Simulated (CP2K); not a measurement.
# GFN2-xTB run of C2H6BClFN (SMILES CC(Cl)B(N)F)

What is the energy difference between two shapes of C2H6BClFN at GFN2-xTB? 

The calculation is run with CP2K 2026.2.

2 further runs of the same task are left out: 2 that didn't finish.

**1. Starting point**

The species is C2H6BClFN (12 atoms), meant as a singlet with charge 0. As SMILES, `CC(Cl)B(N)F`. Geometry: a rough force-field guess. This is one conformer, not always the lowest.

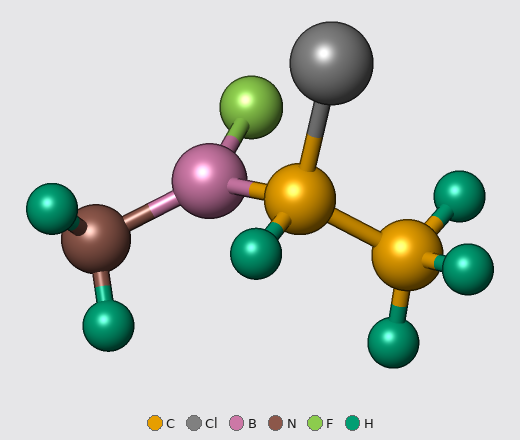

The structure, seen from a chosen angle (carbon amber, chlorine grey, boron pink, nitrogen brown, fluorine green, hydrogen teal).

**2. Energy and forces at GFN2-xTB**

File molecule.xyz:

```xyz
12

C     -1.218800     0.776100    -0.547800
C     -0.009000     0.613300     0.273300
Cl    -0.230300     1.387300     1.855800
B      0.375900    -0.927500     0.473000
N      1.603100    -1.548800    -0.054700
F     -0.659700    -1.766200     1.148000
H     -1.424000     1.909500    -0.696000
H     -1.109100     0.374000    -1.569100
H     -2.147200     0.391500    -0.012400
H      0.855600     1.094400    -0.221200
H      2.374900    -1.015300     0.431500
H      1.665400    -1.343400    -1.046500
```

File run.inp:

```
&GLOBAL
  PROJECT run
  RUN_TYPE ENERGY_FORCE
  PRINT_LEVEL MEDIUM
&END
&FORCE_EVAL
  METHOD QUICKSTEP
  &DFT
    CHARGE 0
    MULTIPLICITY 1
    &QS
      METHOD XTB
      EPS_DEFAULT 1.0E-10
      &XTB
        GFN_TYPE TBLITE
        &TBLITE
          METHOD GFN2
        &END
        CHECK_ATOMIC_CHARGES F
      &END
    &END
    &POISSON
      PERIODIC NONE
      POISSON_SOLVER ANALYTIC
    &END
    &SCF
      SCF_GUESS ATOMIC
      EPS_SCF 1.0E-07
      MAX_SCF 150
      ADDED_MOS 4
      &DIAGONALIZATION
        ALGORITHM STANDARD
      &END
      &MIXING
        METHOD DIRECT_P_MIXING
        ALPHA 0.4
      &END
      &SMEAR ON
        METHOD FERMI_DIRAC
        ELECTRONIC_TEMPERATURE [K] 300
      &END
    &END
    &PRINT
      &MOMENTS
        PERIODIC F
        REFERENCE COM
        MAX_MOMENT 1
      &END
      &MO ON
        ENERGIES T
        OCCUPATION_NUMBERS T
        NDIGITS 6
        &EACH
          QS_SCF 0
        &END
        ADD_LAST NUMERIC
      &END
      &HIRSHFELD OFF
      &END
    &END
  &END
  &SUBSYS
    &CELL
      ABC [angstrom] 16.5 15.7 15.4
      PERIODIC NONE
    &END
    &TOPOLOGY
      COORD_FILE_NAME molecule.xyz
      COORD_FILE_FORMAT XYZ
      &CENTER_COORDINATES
      &END
    &END
  &END
  &PRINT
    &FORCES ON
    &END
  &END
&END
```

Command:

```console
$ OMP_NUM_THREADS=1 cp2k.psmp -i run.inp > run.out 2>&1
```

The log of the run:

```text
CP2K| version string:                                       CP2K version 2026.2
[...]
 GLOBAL| Method name                                                        CP2K
[...]
 GLOBAL| Run type                                                   ENERGY_FORCE
[...]
                             - Atoms:                                         12
[...]
                             - Spherical basis functions:                     35
[...]
 Number of electrons:                                                         36
[...]
  *** SCF run converged in    22 steps ***
[...]
  Fermi energy:                                                -0.30817952985939
[...]
 TB_DIPOLE| Moment [Debye]          1.85396472       0.77052454      -3.07838823
 TB_DIPOLE| Derivative [a.u.]       0.00000000       0.00000000       0.00000000
[...]
 ENERGY| Total FORCE_EVAL ( QS ) energy [hartree]            -20.792975875684505
 FORCES| Atomic forces [hartree/bohr]
 FORCES|   Atom     x               y               z               |f|
 FORCES|      1 -5.13623376E-02  4.04845355E-02 -1.40591966E-02   6.68935599E-02
 FORCES|      2  3.00029474E-02 -1.75374052E-02  6.42801110E-04   3.47584612E-02
 FORCES|      3  4.02431680E-04  5.63786427E-03  7.92557286E-03   9.73458627E-03
 FORCES|      4 -3.92430177E-02 -4.65123087E-02  2.45759917E-02   6.56306991E-02
 FORCES|      5 -4.04372883E-03  2.67151712E-02  2.43505093E-02   3.63730589E-02
 FORCES|      6  5.21268703E-02  3.72544569E-02 -3.23075824E-02   7.17557318E-02
 FORCES|      7  4.69837832E-03 -3.02402465E-02  3.75406824E-03   3.08324552E-02
 FORCES|      8 -2.83434067E-03 -2.78469824E-03  1.26854328E-02   1.32931650E-02
 FORCES|      9  2.36840814E-02  2.76345422E-03 -1.70555366E-02   2.93166117E-02
 FORCES|     10 -5.38991136E-03  5.05190877E-03  4.62666402E-03   8.71659031E-03
 FORCES|     11 -1.35926451E-02 -1.80528030E-02 -1.67159579E-02   2.81084853E-02
 FORCES|     12  5.55127229E-03 -2.77992925E-03  1.57723353E-03   6.40564565E-03
 FORCES| Sum     2.86229374E-17  1.02348685E-16  2.47198095E-17
[...]
```

Run time: 0.32 s. Hardware: 1 thread of Arm Neoverse V1, shared host.

**3. The distorted shape**

File molecule.xyz:

```xyz
12

C     -1.308997     0.698903    -0.491964
C     -0.023947     0.495824     0.301738
Cl    -0.182176     1.479413     1.839232
B      0.340221    -0.977097     0.429437
N      1.607718    -1.606560    -0.064262
F     -0.637109    -1.870102     1.080027
H     -1.414529     1.869726    -0.630133
H     -1.057129     0.317993    -1.573921
H     -2.086524     0.447139     0.036079
H      0.808204     1.023652    -0.131193
H      2.336627    -1.009088     0.377504
H      1.623889    -1.248810    -1.001049
```

File gas.inp:

```
&GLOBAL
   PROJECT gas
   RUN_TYPE ENERGY_FORCE
   PRINT_LEVEL MEDIUM
&END
&FORCE_EVAL
   METHOD Quickstep
   &DFT
      &QS
         METHOD XTB
         EPS_DEFAULT 1.0E-10
         &XTB
            GFN_TYPE TBLITE
            &TBLITE
               METHOD GFN2
            &END
            CHECK_ATOMIC_CHARGES F
         &END
      &END
      &POISSON
         PERIODIC NONE
         POISSON_SOLVER ANALYTIC
      &END
      &SCF
         SCF_GUESS ATOMIC
         EPS_SCF 1.0E-07
         MAX_SCF 150
         ADDED_MOS 4
         &DIAGONALIZATION
            ALGORITHM STANDARD
         &END
         &MIXING
            METHOD DIRECT_P_MIXING
            ALPHA 0.4
         &END
         &SMEAR ON
            METHOD FERMI_DIRAC
            ELECTRONIC_TEMPERATURE [K] 300
         &END
      &END
      &PRINT
         &MOMENTS
            PERIODIC F
            REFERENCE COM
            MAX_MOMENT 1
         &END
         &MO ON
            ENERGIES T
            OCCUPATION_NUMBERS T
            NDIGITS 6
            &EACH
               QS_SCF 0
            &END
            ADD_LAST NUMERIC
         &END
         &HIRSHFELD OFF
         &END
      &END
   &END
   &SUBSYS
      &CELL
         ABC 16.4 15.7 15.4
         PERIODIC NONE
      &END
      &TOPOLOGY
         COORD_FILE_NAME molecule.xyz
         COORD_FILE_FORMAT XYZ
         &CENTER_COORDINATES
         &END
      &END
   &END
   &PRINT
      &FORCES ON
      &END
   &END
&END
```

Command:

```console
$ OMP_NUM_THREADS=1 cp2k.psmp -i gas.inp -o gas.out
```

The log of the run:

```text
CP2K| version string:                                       CP2K version 2026.2
[...]
 GLOBAL| Method name                                                        CP2K
[...]
 GLOBAL| Run type                                                   ENERGY_FORCE
[...]
                             - Atoms:                                         12
[...]
                             - Spherical basis functions:                     35
[...]
 Number of electrons:                                                         36
[...]
  *** SCF run converged in    21 steps ***
[...]
  Fermi energy:                                                -0.31305255007840
[...]
 TB_DIPOLE| Moment [Debye]          1.33732465       0.98997521      -3.07069445
 TB_DIPOLE| Derivative [a.u.]       0.00000000       0.00000000       0.00000000
[...]
 ENERGY| Total FORCE_EVAL ( QS ) energy [hartree]            -20.771135792521395
 FORCES| Atomic forces [hartree/bohr]
 FORCES|   Atom     x               y               z               |f|
 FORCES|      1  9.63019352E-02  7.78095868E-02 -8.73072786E-02   1.51495727E-01
 FORCES|      2 -4.84972658E-03  2.85580384E-02  6.33747594E-03   2.96520658E-02
 FORCES|      3 -1.72146325E-03 -8.59884090E-03  3.14410315E-03   9.31605524E-03
 FORCES|      4 -2.40223465E-02 -8.38303805E-02  4.11103630E-02   9.64088574E-02
 FORCES|      5 -1.81218837E-02  3.67507161E-02  2.30708008E-02   4.70242454E-02
 FORCES|      6  4.41104201E-02  3.88248888E-02 -3.05401836E-02   6.62254027E-02
 FORCES|      7  2.48157710E-03 -3.71264487E-02  1.12870925E-03   3.72264073E-02
 FORCES|      8 -2.40670871E-02  4.80224186E-03  3.95144807E-02   4.65153780E-02
 FORCES|      9 -7.95322158E-02 -4.12186472E-02  3.88059011E-02   9.76229901E-02
 FORCES|     10  6.04214600E-03  6.91011824E-03 -1.32727561E-02   1.61376367E-02
 FORCES|     11 -3.42632471E-03 -1.64316586E-02 -3.21048402E-03   1.70893626E-02
 FORCES|     12  6.80496934E-03 -6.44961425E-03 -1.87811316E-02   2.09913324E-02
 FORCES| Sum     1.10154941E-16 -4.77048956E-17  3.36536354E-16
[...]
```

Wall time 0.3 s (1 thread of Arm Neoverse V1, shared host).

**4. Outcome**

Level: GFN2-xTB.

| quantity | value |
| --- | --- |
| first shape: total energy | -20.79298 Eh |
| first shape: dipole moment (from atomic charges alone) | 3.68 D |
| first shape: HOMO energy | -10.83 eV |
| first shape: LUMO energy | -7.51 eV |
| first shape: HOMO–LUMO gap | 3.32 eV |
| first shape: largest force on an atom | 3.690 eV/Å |
| distorted shape: total energy | -20.77114 Eh |
| distorted shape: dipole moment (from atomic charges alone) | 3.49 D |
| distorted shape: HOMO energy | -11.10 eV |
| distorted shape: LUMO energy | -7.64 eV |
| distorted shape: HOMO–LUMO gap | 3.46 eV |
| distorted shape: largest force on an atom | 7.790 eV/Å |
| energy change with the atoms displaced | 0.594 eV |

What this shows: With the atoms displaced the energy rises by 0.59 eV (57.3 kJ/mol). The first shape isn't relaxed at this level, so the change isn't measured from a minimum. The largest force (first shape) is 3.69 eV/Å: the shape isn't a stationary point for this species at this level. The dipole (first shape) comes from point charges on the atoms alone, without atomic dipoles, so it is partial. The dipole (distorted shape) comes from point charges on the atoms alone, without atomic dipoles, so it is partial.
